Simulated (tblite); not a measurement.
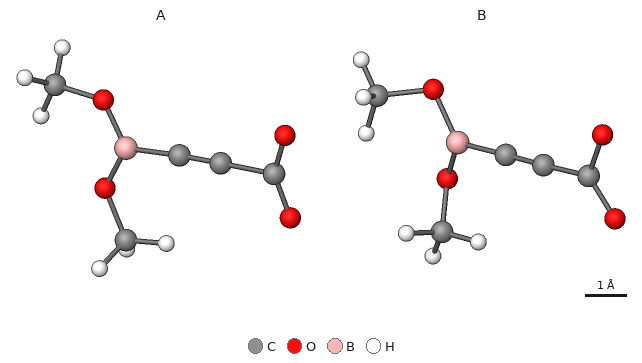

Two geometries of C$_{5}$H$_{6}$BO$_{4}$ (multiplicity 2), drawn at one scale. One is the start of a relaxation, the other its converged end. Style: ball-and-stick. Shown at a tilt.

All numbers below come from tblite, GFN2-xTB geometry optimisation, gas phase. 

> Which of the two is the end point?

Structure A is the relaxed one. An H atom moves most after the best rigid fit: 0.96 Å. By element the largest moves are H 0.96 Å, O 0.90 Å, B 0.41 Å, C 0.28 Å. Near-neighbour distances that change, for instance: C–O 1.411 → 1.208 Å, B–O 1.473 → 1.343 Å, B–O 1.463 → 1.333 Å, C–C 1.434 → 1.547 Å. Bond angles that change, for instance: O–C–O 120.4° → 141.9°, C–O–B 110.0° → 127.1°, B–O–C 108.3° → 124.6°. Groups turn about B–O by about 50°, C–O by about 50°, B–O by about 45°. The energy falls by 232.5 kJ/mol in 87 geometry steps. The run took 0.62 s on 1 thread of Arm Neoverse V1, on a shared host.
